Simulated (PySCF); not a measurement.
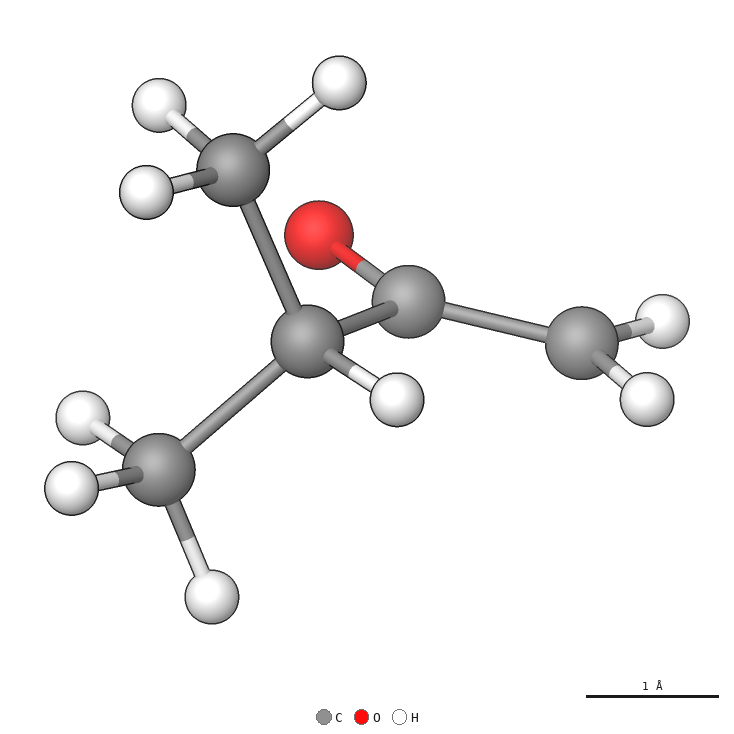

A ball-and-stick model of a molecule.

State: charge −1, singlet. Computed geometry: GFN2-xTB optimisation. No frequency run is at hand to confirm it as a minimum.

> What is the molecular formula?

C5H9O(-), 15 atoms: 5 carbon, 9 hydrogen and 1 oxygen.

> Name some functional groups or characteristic bonds that it holds.

Among them: alkene.

> Describe its rings.

It has no ring.

The parts below concern this one geometry. Atoms keep their numbers from picture to picture.

**Bond orders**

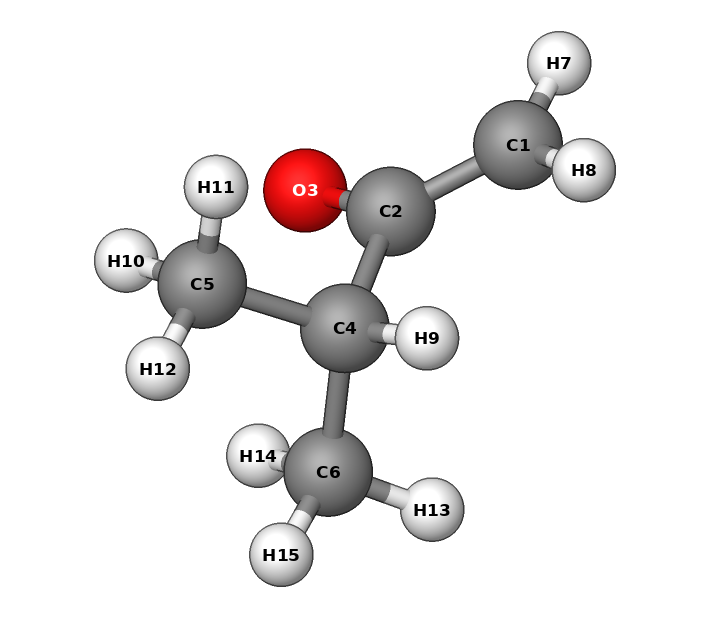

Every bond is drawn as one stick. No frequency run is at hand to confirm it as a minimum. Computed with PBE0/pcSseg-1 (PySCF 2.14.0).

List the Mayer bond orders of C1–C2, C1–H7, C1–H8, C2–O3, C2–C4, C4–C5, C4–H9, C5–H10, C5–H11, C6–H13, C6–H14, C5–H12 (one bond of each equivalent set). Atoms whose distances differ by more than 0.02 Å in this geometry are listed apart.

```json
{"bond": "C1–C2", "Mayer order": "1.58", "length (Å)": "1.356"}
{"bond": "C1–H7", "Mayer order": "0.95", "length (Å)": "1.081"}
{"bond": "C1–H8", "Mayer order": "0.96", "length (Å)": "1.082"}
{"bond": "C2–O3", "Mayer order": "1.66", "length (Å)": "1.268"}
{"bond": "C2–C4", "Mayer order": "0.89", "length (Å)": "1.565"}
{"bond": "C4–C5", "Mayer order": "1.02", "length (Å)": "1.526"}
{"bond": "C4–H9", "Mayer order": "0.95", "length (Å)": "1.098"}
{"bond": "C5–H10", "Mayer order": "0.96", "length (Å)": "1.089"}
{"bond": "C5–H11", "Mayer order": "0.97", "length (Å)": "1.090"}
{"bond": "C6–H13", "Mayer order": "0.97", "length (Å)": "1.090"}
{"bond": "C6–H14", "Mayer order": "0.95", "length (Å)": "1.089"}
{"bond": "C5–H12", "Mayer order": "0.97", "length (Å)": "1.095"}
```

**Quadrupole coupling**

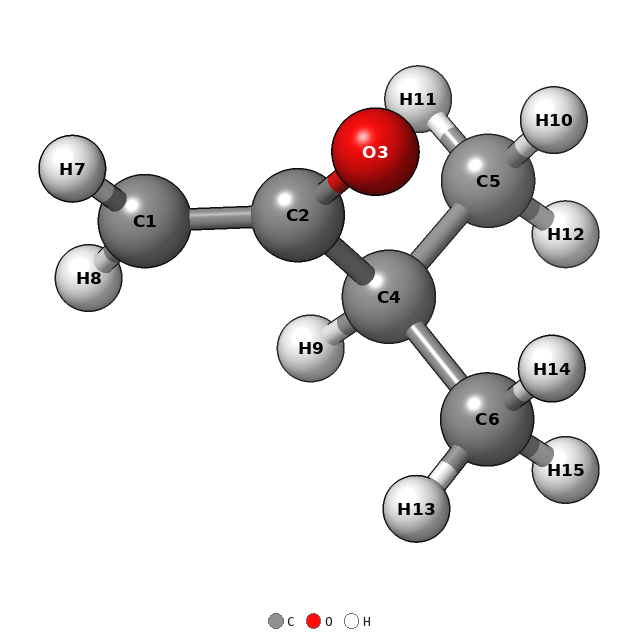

No frequency run is at hand to confirm it as a minimum. Electric field gradients from the ground-state density, PBE0/pcSseg-1 (PySCF 2.14.0), non-relativistic apart from any core potentials.

Give the largest field-gradient component, the quadrupole coupling constant and the asymmetry for 17O at O3 (Q = −25.6 mb), 2H at H7 (Q = 2.86 mb), 2H at H8 (Q = 2.86 mb).

```
atom  V_zz (a.u.)  e²qQ/h (MHz)     η
  O3       −1.265          7.61  0.90
  H7        0.353         0.237  0.12
  H8        0.350         0.235  0.15
```

**NMR shielding**

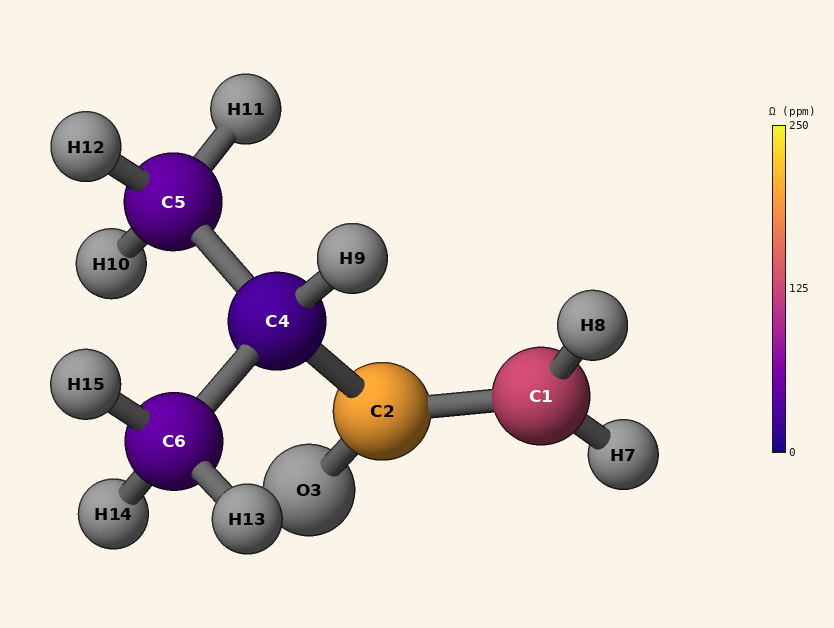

The C atoms are coloured by the span of their shielding tensor. No frequency run is at hand to confirm it as a minimum. Level of theory: GIAO PBE0/pcSseg-1 NMR shielding, non-relativistic, gas phase (PySCF 2.14.0). Principal shieldings σ11 ≤ σ22 ≤ σ33, span Ω = σ33 − σ11, skew κ = 3(σiso − σ22)/Ω.

> Which C atom has the most anisotropic shielding?

C2, with a span of 200 ppm.

Give the shielding tensors of the C atoms.

```
  atom    σ11    σ22    σ33   σiso      Ω      κ
    C1   70.7  137.7  200.5  136.3  129.8  −0.03
    C2  −97.9   16.5  102.1    6.9  200.0  −0.14
    C4  129.7  143.8  161.7  145.1   32.0   0.12
C5, C6  139.8  158.3  187.1  161.8   47.3   0.22
```

Shieldings and span in ppm.

**Charges**

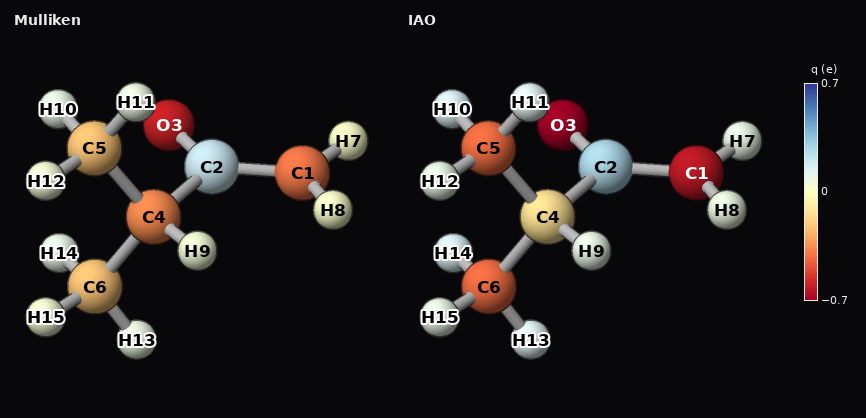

Atomic charges of one calculation by 2 schemes, on one colour scale. No frequency run is at hand to confirm it as a minimum. Computed with PBE0/pcSseg-1 (PySCF 2.14.0).

> Which scheme gives the most polar picture (largest mean size of the charges)?

The IAO charges are the largest in size here.

> On which atom do the schemes disagree most?

On C1 (from −0.62 to −0.39 e); C4 (from −0.35 to −0.13 e).

List the charges (e), one line for each set of equivalent atoms. Atoms whose distances differ by more than 0.02 Å in this geometry are listed apart.

| atom | Mulliken | IAO |
| --- | --- | --- |
| C1 | −0.39 | −0.62 |
| C2 | 0.19 | 0.27 |
| O3 | −0.60 | −0.70 |
| C4 | −0.35 | −0.13 |
| C5, C6 | −0.21 | −0.41 |
| H7 | 0.02 | 0.10 |
| H8 | 0.02 | 0.09 |
| H9 | 0.06 | 0.10 |
| H10 | 0.10 | 0.14 |
| H11 | 0.08 | 0.12 |
| H12, H15 | 0.05 | 0.10 |
| H13 | 0.08 | 0.12 |
| H14 | 0.10 | 0.14 |

Mulliken values depend strongly on the basis set and can even reverse the polarity of a bond.
